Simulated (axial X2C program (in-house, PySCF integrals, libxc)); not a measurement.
# HfB⁻: bond curves with and without spin–orbit coupling, part 1 of 2

What are the state, bond length, wavenumber and bond energy of HfB⁻, and what does spin–orbit coupling change?

Program: an in-house X2C program for linear molecules on PySCF integrals. Level of theory: all-electron X2C, Hf dyall-acv3z, B dyall-av3z. These are calculated values, not measurements.

## Step 1: Set-up

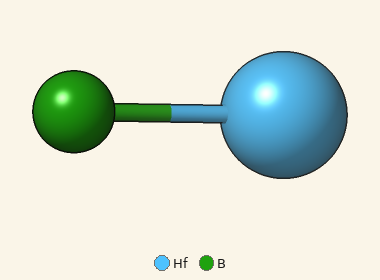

The two atoms at 2.370 Å (hafnium blue, boron green).

Contents of task.json:

```json
{"zs": [72, 5], "q": -1, "bas": ["dyall-acv3z", "dyall-av3z"], "levels": ["PBE0", "HF", "LDA"], "cc": true, "r0": 2.37, "thr": -1.0, "nmax": 90, "npts": 10, "nst": 2, "ntry": 6}
```

Keys: zs atomic numbers; q charge; bas basis sets; levels methods (HF also brings MP2); cc coupled cluster on or off; r0 starting distance in Å; thr threshold in hartree for freezing inner shells (an s shell follows its p shell); nmax most natural virtual spinors; npts points asked for on the curve; nst determinants followed; ntry starts of the search.

Run with:

```sh
> python so2c.py task.json out
```

Spin-free means the one-electron spin-free X2C Hamiltonian; two-component (2c) means X2C with spin–orbit coupling and atomic mean-field two-electron Coulomb and Gaunt terms. Basis: Hf dyall-acv3z contracted to [14s15p10d7f4g], B dyall-av3z contracted to [8s7p3d2f]; Gaussian nuclei, density fitting. Masses: Hf 179.947 u, B 11.009 u.

Notation: σ, π±, δ± give the projection m of an orbital's angular momentum (0, ±1, ±2), α and β its spin, Λ and M_S the sums; ω is the projection of a spinor's total angular momentum and Ω the sum. Logs are in hartree.

The results follow Hamiltonian by Hamiltonian and level by level.

## Step 2: Which state to follow

PBE0 moves the distance from 2.370 Å to 2.060 Å and compares determinants there.

Spin-free determinants:

```json
{"ΔE (eV)": "0.00", "state": "M_S = 1, Λ = 1", "open shells": "beyond closed shells: σα, π+α, π+β, π-α"}
{"ΔE (eV)": "0.15", "state": "M_S = 0, Λ = 1", "open shells": "beyond closed shells: σβ, π+α, π+β, π-α"}
{"ΔE (eV)": "0.15", "state": "M_S = 2, Λ = 2", "open shells": "beyond closed shells: σα, π+α, π-α, δ+α"}
{"ΔE (eV)": "0.23", "state": "M_S = 1, Λ = 0", "open shells": "beyond closed shells: π+α, π-α"}
{"ΔE (eV)": "0.36", "state": "M_S = 0, Λ = 0", "open shells": "closed shell"}
{"ΔE (eV)": "0.56", "state": "M_S = 2, Λ = 1", "open shells": "beyond closed shells: σα, 2 × π+α, π-α"}
{"ΔE (eV)": "0.72", "state": "M_S = 2, Λ = 0", "open shells": "beyond closed shells: 2 × σα, π+α, π-α"}
```

Two-component determinants:

```
ΔE (eV)  state                              open shells
   0.00  Ω = 2   excess of +ω over −ω: ω = 1/2, ω = 3/2
   0.13  Ω = 1  excess of +ω over −ω: ω = -1/2, ω = 3/2
   0.23  Ω = 1        excess of +ω over −ω: 2 × ω = 1/2
   0.27  Ω = 0                             closed shell
   0.33  Ω = 4   excess of +ω over −ω: ω = 3/2, ω = 5/2
   0.51  Ω = 3        excess of +ω over −ω: 2 × ω = 3/2
   0.81  Ω = 1  excess of +ω over −ω: ω = -3/2, ω = 5/2
```

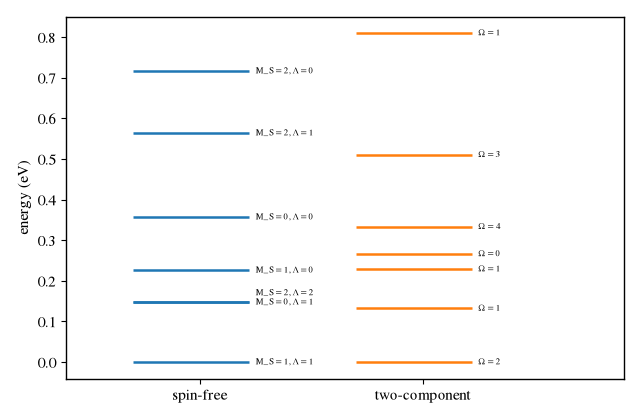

The determinants found, each set from its own lowest.

## Step 3: PBE0, spin-free

State followed: M_S = 1, Λ = 1 (beyond closed shells: σα, π+α, π+β, π-α). The scan is laid around 2.062 Å, a first estimate of the minimum, and this SCF restarts from the orbitals of the search.

Output at 2.062 Å:

```text
spin-free X2C-1e  PBE0
basis functions 252  fitting functions 1281  grid points 5081
iter        total energy     max residual
   1     -15103.226219038     4.47e+00
   2     -15103.298540619     2.81e-03
   3     -15103.298525220     2.31e-03
   4     -15103.298611173     4.27e-04
   5     -15103.298609054     5.42e-04
   6     -15103.298612858     2.55e-04
   7     -15103.298614587     6.52e-05
   8     -15103.298614644     9.62e-06
   9     -15103.298614651     5.33e-06
  10     -15103.298614656     5.26e-06
  11     -15103.298614661     2.48e-06
  12     -15103.298614663     1.67e-06
converged
one-electron -20928.81186547  Coulomb 6049.95191290  exact exchange -77.91281871  xc functional -238.91371727  nuclear repulsion 92.38787388
```

Along the bond, energies from the lowest point:

| R (Å) | E (eV) | μ (D) | HOMO (eV) | LUMO (eV) | iterations |
| --- | --- | --- | --- | --- | --- |
| 1.794 | 0.8274 | -3.08 | -0.03 | 1.75 | 18 |
| 1.876 | 0.3501 | -3.72 | 0.16 | 1.76 | 18 |
| 1.938 | 0.1395 | -4.18 | 0.29 | 1.76 | 19 |
| 2.000 | 0.0295 | -4.60 | 0.39 | 1.76 | 20 |
| 2.062 | 0.0000 | -4.97 | 0.48 | 1.76 | 12 |
| 2.134 | 0.0439 | -5.26 | 0.56 | 1.76 | 21 |
| 2.206 | 0.1442 | -5.22 | 0.56 | 1.77 | 20 |
| 2.299 | 0.3193 | -5.07 | 0.51 | 1.76 | 20 |
| 2.413 | 0.5813 | -5.16 | 0.43 | 1.76 | 21 |
| 2.578 | 1.1711 | -6.35 | 0.66 | 1.69 | 24 |

Dipoles are positive if B is the positive end and refer to the centre of mass.

Outer orbitals at the reference distance:

```csv
symmetry,occupied,ε (eV),atomic character
φ-α,yes,-15.89,100% Hf f
φ+α,yes,-15.89,100% Hf f
φ+β,yes,-15.85,100% Hf f
φ-β,yes,-15.85,100% Hf f
δ+α,yes,-15.64,100% Hf f
δ-α,yes,-15.64,100% Hf f
δ+β,yes,-15.62,100% Hf f
δ-β,yes,-15.59,100% Hf f
π+α,yes,-15.53,100% Hf f
π-α,yes,-15.53,100% Hf f
σα,yes,-15.52,100% Hf f
π+β,yes,-15.46,100% Hf f
π-β,yes,-15.44,100% Hf f
σβ,yes,-15.41,100% Hf f
σα,yes,-5.79,"55% B s, 16% Hf d, 16% Hf s"
σβ,yes,-4.19,"53% B s, 21% Hf s, 13% Hf d"
σα,yes,-0.90,"38% Hf s, 34% B p, 16% Hf p"
σβ,yes,-0.44,"41% Hf s, 25% Hf p, 16% B p"
π-α,yes,-0.28,"46% Hf d, 44% B p, 5% Hf p"
π+α,yes,-0.28,"46% Hf d, 44% B p, 5% Hf p"
σα,yes,-0.20,"44% Hf d, 30% B p, 11% Hf s"
π+β,yes,0.48,"57% Hf d, 37% B p, 2% Hf p"
σβ,no,1.76,"87% Hf p, 9% Hf s"
π+β,no,1.79,98% Hf p
π-β,no,1.79,99% Hf p
π-α,no,1.80,98% Hf p
```

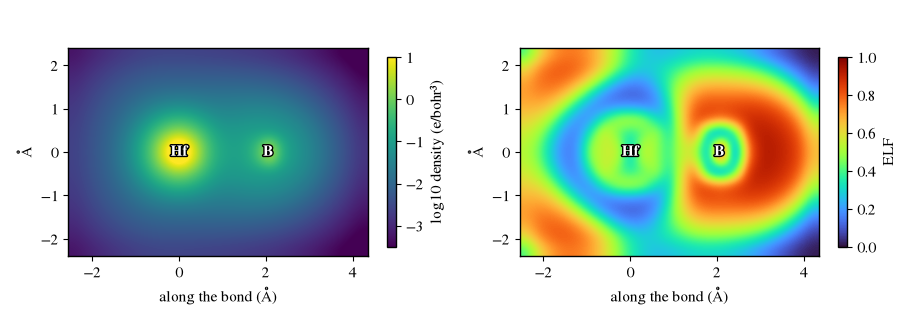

PBE0 fields in a plane through the axis, from a grid of 0.3 Å; Hf lies at z = 0 and B at z = 2.062 Å; the ELF is damped to zero where the density is low.

No constants are quoted: the dipole of the solution doesn't run smoothly along the scan, a sign that its character may change, so the fit is set aside.

## Step 4: HF, spin-free

Output at 2.062 Å:

```text
spin-free X2C-1e  HF
basis functions 252  fitting functions 1281  grid points 5081
iter        total energy     max residual
   1     -15098.123353512     8.55e-01
   2     -15098.170125123     3.23e-02
   3     -15098.171209499     4.06e-02
   4     -15098.177016843     3.04e-03
   5     -15098.178188049     4.26e-03
   6     -15098.178927034     3.23e-03
   7     -15098.180136386     3.98e-03
   8     -15098.181114872     4.43e-03
   9     -15098.181953562     4.73e-03
  10     -15098.181053743     4.10e-03
  11     -15098.178542965     2.42e-03
  12     -15098.178019869     2.18e-03
  13     -15098.177504788     2.03e-03
  14     -15098.177138033     2.08e-03
  15     -15098.177967771     1.75e-03
  16     -15098.177864854     1.63e-03
  17     -15098.178542252     1.91e-03
  18     -15098.178244332     1.78e-03
  19     -15098.177756752     1.42e-03
  20     -15098.177018252     2.14e-03
  21     -15098.177455449     1.69e-03
  22     -15098.177406101     1.62e-03
  23     -15098.123353512     1.00e+00
  24     -15098.170140339     3.10e-02
  25     -15098.173237657     1.77e-01
  26     -15098.177445263     3.28e-02
  27     -15098.178931563     2.64e-02
  28     -15098.181407607     7.52e-02
  29     -15098.183325479     5.68e-02
  30     -15098.185729043     6.26e-03
  31     -15098.188380485     5.93e-02
  32     -15098.190517960     6.00e-02
  33     -15098.192694955     1.52e-02
  34     -15098.193253742     1.29e-02
  35     -15098.193742857     1.68e-02
  36     -15098.193920269     5.06e-03
  37     -15098.194029708     3.30e-03
  38     -15098.194077991     3.91e-03
  39     -15098.194101737     1.36e-03
  40     -15098.194112685     5.88e-04
  41     -15098.194118600     1.11e-03
  42     -15098.194120820     5.68e-04
  43     -15098.194121455     5.99e-05
  44     -15098.194121629     1.22e-04
  45     -15098.194121695     8.76e-05
  46     -15098.194121721     1.31e-05
  47     -15098.194121729     2.00e-05
  48     -15098.194121732     1.47e-05
  49     -15098.194121732     3.16e-06
  50     -15098.194121732     1.76e-06
converged
one-electron -20929.34851600  Coulomb 6050.73589691  exact exchange -311.96937653  xc functional 0.00000000  nuclear repulsion 92.38787388
```

No constants are quoted: the dipole of the solution doesn't run smoothly along the scan, a sign that its character may change, so the fit is set aside.

## Step 5: LDA, spin-free

The SCF at the reference distance of 2.062 Å:

```text
spin-free X2C-1e  LDA
basis functions 252  fitting functions 1281  grid points 5081
iter        total energy     max residual
   1     -15093.479901619     1.74e+00
   2     -15093.488414380     3.11e-02
   3     -15093.324040396     9.66e-02
   4     -15093.374451082     8.21e-02
   5     -15093.499605599     2.66e-03
   6     -15093.499711348     2.50e-03
   7     -15093.499844858     2.51e-03
   8     -15093.499937664     4.75e-04
   9     -15093.499939761     1.43e-04
  10     -15093.499940914     5.45e-05
  11     -15093.499941006     9.71e-06
  12     -15093.499941011     9.98e-06
  13     -15093.499941012     9.32e-07
converged
one-electron -20927.11727825  Coulomb 6048.08589910  exact exchange 0.00000000  xc functional -306.85643573  nuclear repulsion 92.38787388
```

Re = 2.047 Å, ωe = 665 cm⁻¹, ωexe = 2.95 cm⁻¹, Be = 0.3877 cm⁻¹, De = 4.62 eV, μ = -5.17 D.

## Step 6: Correlated methods, spin-free

Correlated methods: 8 electrons correlated (frozen shells, counted by type: Hf 5 s, 4 p, 2 d, 1 f; B 1 s), 344 virtual spinors in MP2, 90 natural virtuals in coupled cluster.

Output of the correlated part at 2.062 Å:

```text
correlated 8  virtual 344  natural virtual 90  E(MP2) -0.149487204  MP2 remainder -0.008447971
iter   CCSD correlation   residual
   1     -0.155589407   1.67e-01
   2     -0.165636560   9.91e-02
   3     -0.170456851   6.33e-02
   4     -0.173568198   4.00e-02
   5     -0.174874701   2.41e-02
   6     -0.175672901   1.65e-02
   7     -0.176245853   1.03e-02
   8     -0.176350916   5.24e-03
   9     -0.176439495   2.91e-03
  10     -0.176454752   1.53e-03
  11     -0.176475545   8.32e-04
  12     -0.176475691   4.79e-04
  13     -0.176481336   2.95e-04
  14     -0.176485342   1.56e-04
  15     -0.176489851   9.08e-05
  16     -0.176492547   5.04e-05
  17     -0.176493217   2.73e-05
  18     -0.176493658   1.76e-05
  19     -0.176493816   1.01e-05
  20     -0.176494021   5.97e-06
  21     -0.176494120   3.71e-06
  22     -0.176494190   2.33e-06
  23     -0.176494206   1.40e-06
(T) -0.014363441  T1 0.1486  D1 0.3276  max T2 0.136
```

T1 in the output is the amplitude norm over the root of the electron number; divide by √2 for the Lee–Taylor value.

MP2: No constants are quoted: the dipole of the HF reference doesn't run smoothly along the scan, a sign that its character may change, so the fit is set aside.

CCSD: No constants are quoted: the dipole of the HF reference doesn't run smoothly along the scan, a sign that its character may change, so the fit is set aside.

CCSD(T): No constants are quoted: the dipole of the HF reference doesn't run smoothly along the scan, a sign that its character may change, so the fit is set aside.

## Step 7: A higher determinant, spin-free

State: M_S = 0, Λ = 1 (beyond closed shells: σβ, π+α, π+β, π-α).

Output at the reference distance:

```text
spin-free X2C-1e  PBE0
basis functions 252  fitting functions 1281  grid points 5081
iter        total energy     max residual
   1     -15103.220712348     4.45e+00
   2     -15103.293119869     2.84e-03
   3     -15103.293107960     2.24e-03
   4     -15103.293191279     4.17e-04
   5     -15103.293189841     3.92e-04
   6     -15103.293192409     2.41e-04
   7     -15103.293193782     6.07e-05
   8     -15103.293193838     1.05e-05
   9     -15103.293193843     2.98e-06
  10     -15103.293193846     3.11e-06
  11     -15103.293193849     2.58e-06
  12     -15103.293193850     1.47e-06
converged
one-electron -20928.78668900  Coulomb 6049.92446868  exact exchange -77.91001754  xc functional -238.90882986  nuclear repulsion 92.38787388
```

| R (Å) | E above the lowest PBE0 point (eV) |
| --- | --- |
| 1.794 | 0.975 |
| 1.876 | 0.498 |
| 1.938 | 0.287 |
| 2.000 | 0.177 |
| 2.062 | 0.148 |
| 2.134 | 0.194 |
| 2.206 | 0.305 |
| 2.299 | 0.511 |
| 2.413 | 0.803 |

Re = 2.057 Å, ωe = 670 cm⁻¹, Be = 0.3841 cm⁻¹, μ = -5.06 D. ⟨S²⟩ = 1.03 against 0.00 for a pure state, so this determinant mixes spins.

## Step 8: The spin-free curves together

Energy (eV) of the followed determinant, spin-free, from each level's lowest point:

| R (Å) | PBE0 (dipole not smooth) | HF (dipole not smooth) | MP2 (HF's dipole not smooth) | CCSD (HF's dipole not smooth) | CCSD(T) (HF's dipole not smooth) | LDA |
| --- | --- | --- | --- | --- | --- | --- |
| 1.794 | 0.827 | 1.589 | 0.564 | n/a | n/a | 0.750 |
| 1.876 | 0.350 | 1.013 | 0.248 | 0.386 | 0.341 | 0.305 |
| 1.938 | 0.139 | 0.661 | 0.231 | 0.191 | 0.146 | 0.113 |
| 2.000 | 0.030 | 0.380 | 0.145 | 0.083 | 0.050 | 0.018 |
| 2.062 | 0.000 | 0.181 | 0.058 | 0.036 | 0.024 | 0.000 |
| 2.134 | 0.044 | 0.046 | 0.000 | 0.000 | 0.000 | 0.055 |
| 2.206 | 0.144 | 0.000 | 0.004 | 0.016 | 0.024 | 0.172 |
| 2.299 | 0.319 | 0.041 | 0.092 | 0.108 | 0.121 | 0.386 |
| 2.413 | 0.581 | 0.200 | 0.294 | n/a | n/a | 0.705 |
| 2.578 | 1.171 | 0.557 | 0.699 | n/a | n/a | 1.215 |

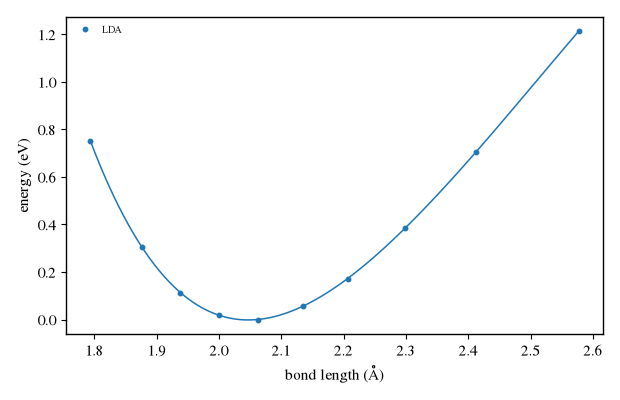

Curves of the followed state, spin-free, each from its own lowest point. Left out: PBE0, HF, MP2, CCSD, CCSD(T).

(Continued in part 2 of 2.)
